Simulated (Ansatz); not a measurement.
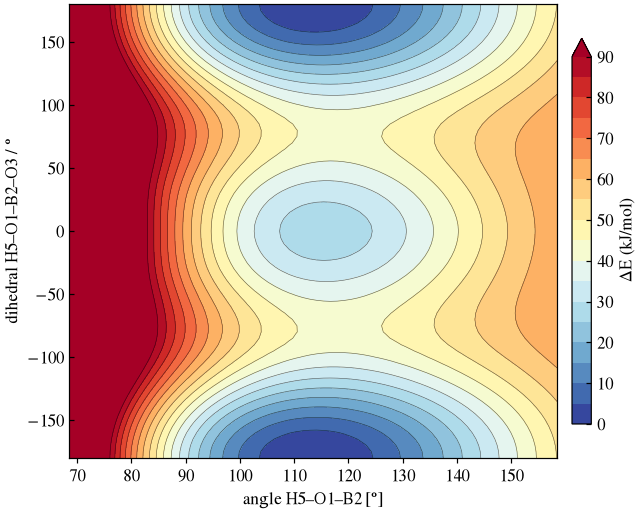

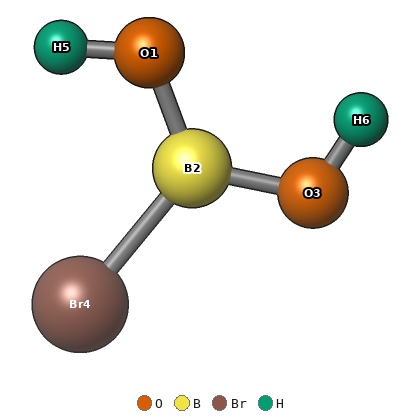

Energy landscape of BBrH2O2, SMILES OB(O)Br. First axis: angle H5–O1–B2. Second axis: dihedral H5–O1–B2–O3. Nothing is relaxed (all other coordinates rigid). Grid: 13 × 12 points; 91 points were computed and 65 follow by symmetry. Points are written as (first, second). Energies: kJ/mol, counted from the lowest grid point. Computed with RKS PBE0-D4/def2-SVP in Ansatz 0.2.0.

The picture shows filled contours, one colour for all values above the top of the scale. Between grid points the surface is interpolated. The second picture is the structure at the lowest point.

What does the map say about the system?

The lowest grid point is at (113.5°, −180°). There is a further well near (113.5°, 0°) (27 kJ/mol above the lowest at that grid point). The highest grid point, (68.5°, 0°), lies 178 kJ/mol above the lowest. On the interpolated surface the easiest way out of the lowest well to the well at about (115°, 0°) passes a barrier of about 43 kJ/mol. Round the minimum the two coordinates are nearly uncoupled.

The values on the grid:

```
dihedral H5–O1–B2–O3 ↓, angle H5–O1–B2 →  68.5  76.0  83.5  91.0  98.5  106.0  113.5  121.0  128.5  136.0  143.5  151.0  158.5
                                     150   144    97    62    37    21     12      9     11     16     24     34     43     53
                                     120   156   112    79    56    41     32     28     29     32     38     45     52     58
                                      90   168   124    93    71    56     47     43     42     44     49     53     58     63
                                      60   171   126    94    70    55     46     42     42     45     49     55     60     65
                                      30   173   124    89    63    46     36     32     33     37     44     51     58     64
                                       0   178   126    88    60    42     31     27     28     33     40     49     57     63
                                     −30   173   124    89    63    46     36     32     33     37     44     51     58     64
                                     −60   171   126    94    70    55     46     42     42     45     49     55     60     65
                                     −90   168   124    93    71    56     47     43     42     44     49     53     58     63
                                    −120   156   112    79    56    41     32     28     29     32     38     45     52     58
                                    −150   144    97    62    37    21     12      9     11     16     24     34     43     53
                                    −180   140    90    54    29    12      3      0      2      9     18     29     40     50
```

The input of one point:

```yaml
crystal:
  periodic: [false, false, false]
  atoms:
    - { symbol: O, position_ang: [0.521424, 0.85386, -0.552492] }
    - { symbol: B, position_ang: [-0.163929, -0.15881, 0.025979] }
    - { symbol: O, position_ang: [0.327063, -0.825093, 1.085661] }
    - { symbol: Br, position_ang: [-1.896651, -0.696248, -0.654054] }
    - { symbol: H, position_ang: [0.063512, 1.248738, -1.300865] }
    - { symbol: H, position_ang: [1.190903, -0.486194, 1.349508] }
basis:
  gaussian: { orbitals: def2-SVP }
hamiltonian:
  xc: pbe0
  dispersion: d4
output:
  forces: true
```

The whole map (91 points run) took 12 min on 1 thread of Arm Neoverse N1, with other jobs on the host.
